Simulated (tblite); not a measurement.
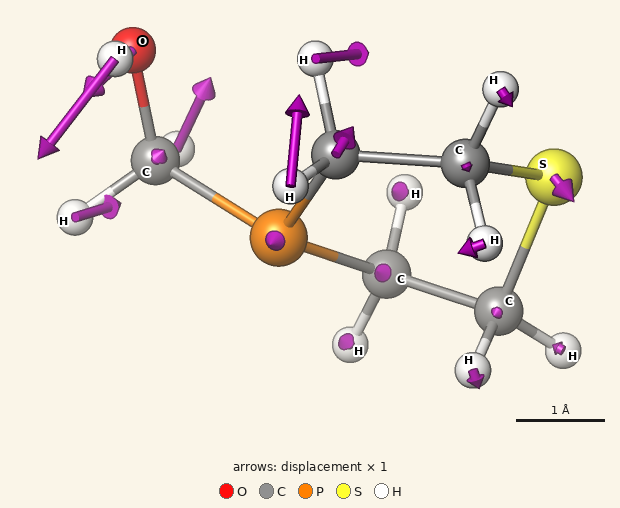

A relaxation of C$_{5}$H$_{11}$OPS. The starting structure is drawn; purple arrows show the displacements, at their true length. The two geometries are superimposed by the best rigid fit.

The picture is a ball-and-stick view, seen from a free direction.

Method: GFN2-xTB geometry optimisation, gas phase (tblite). 

Question: Atoms of which element are displaced furthest, and by how much?

Answer: Hydrogen: up to 1.45 Å, against 0.93 Å for oxygen.

Question: What happened in the run?

Answer: The energy falls by 1.342 eV in 135 geometry steps. The largest move after the best rigid fit is that of an H atom, 1.45 Å. By element the largest moves are H 1.45 Å, O 0.93 Å, C 0.48 Å, S 0.41 Å, P 0.30 Å. Near-neighbour distances that change, for instance: P–S 3.209 → 3.496 Å, C–P 1.817 → 1.863 Å, H–O 0.998 → 0.964 Å, C–H 1.125 → 1.092 Å. Bond angles that change, for instance: C–P–C 115.8° → 97.0°, C–P–C 112.0° → 98.0°, C–P–C 106.5° → 97.8°. Groups turn about C–C by about 35°, C–P by about 30°, C–S by about 20°. Cost: 1.9 s on 1 thread of Intel(R) Xeon(R) Platinum 8259CL CPU @ 2.50GHz (shared host).
